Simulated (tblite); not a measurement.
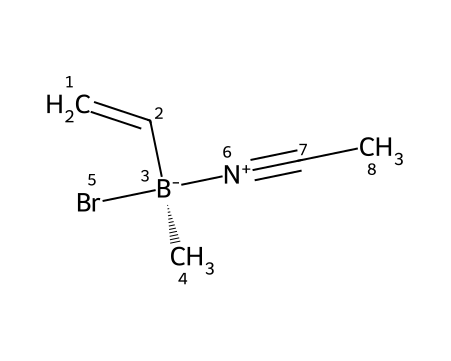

A structural formula, with wedges where it has stereocentres; small numbers name the atoms. The configuration is that of a computed structure (GFN2-xTB).

Assign CIP descriptors.

Answer. B3: S.

Write the isomeric SMILES.

Answer. C=C[B@-](C)(Br)[N+]#CC
